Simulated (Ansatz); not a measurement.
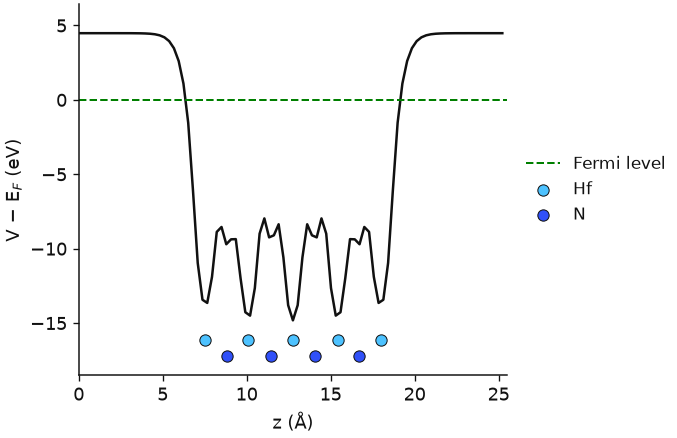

Plane-averaged electrostatic potential energy of an electron across the slab; circles at the bottom mark the heights of the atoms (positions after relaxation).

Input of the run:

```
crystal:
  lattice:
    - [3.2157753968, 0.0, 0.0]
    - [-1.6078876984, 2.7849431865, 0.0]
    - [0.0, 0.0, 25.502678466]
  atoms:
    - { symbol: Hf, position: [0.6666666667, 0.3333333333, 0.2940867568] }
    - { symbol: "N", position: [0.0, 0.0, 0.3455650676] }
    - { symbol: Hf, position: [0.3333333333, 0.6666666667, 0.3970433784] }
    - { symbol: "N", position: [0.6666666667, 0.3333333333, 0.4485216892] }
    - { symbol: Hf, position: [0.0, 0.0, 0.5] }
    - { symbol: "N", position: [0.3333333333, 0.6666666667, 0.5514783108] }
    - { symbol: Hf, position: [0.6666666667, 0.3333333333, 0.6029566216] }
    - { symbol: "N", position: [0.0, 0.0, 0.6544349324] }
    - { symbol: Hf, position: [0.3333333333, 0.6666666667, 0.7059132432] }
basis:
  ecutwfc: 420
kpoints:
  mp_grid: { grid: [12, 12, 1] }
hamiltonian:
  xc: pbe
scf:
  occupations: { method: gaussian, width: 0.1 }
output:
  forces: true
  eigenvalues: true
  write_density: true
  write_potential: true
  elf: true
  volumetric_format: npy
relax:
  adjacent_minimum: "off"
  f_tol: 0.02
  max_steps: 60
efield:
  axis: 3
  dipole_correction: true
  ramp_width: 0.04
```

Launched with:
```bash
ansatz run input.yaml --threads 1 --pin off --max-ram 2560MiB --backend cpu --events-out ev --progress --plain --runs-dir out
```

**Read off the work function of each face.**

The work function is 4.47 eV, the same on both faces. The two vacuum levels agree, so the slab has no net dipole along its normal.

**How thick are slab and vacuum?**

The outermost atoms are 10.4 Å apart, which leaves 15.1 Å of vacuum in a cell 25.5 Å high.

Spin-orbit coupling is left out, which matters for Hf.
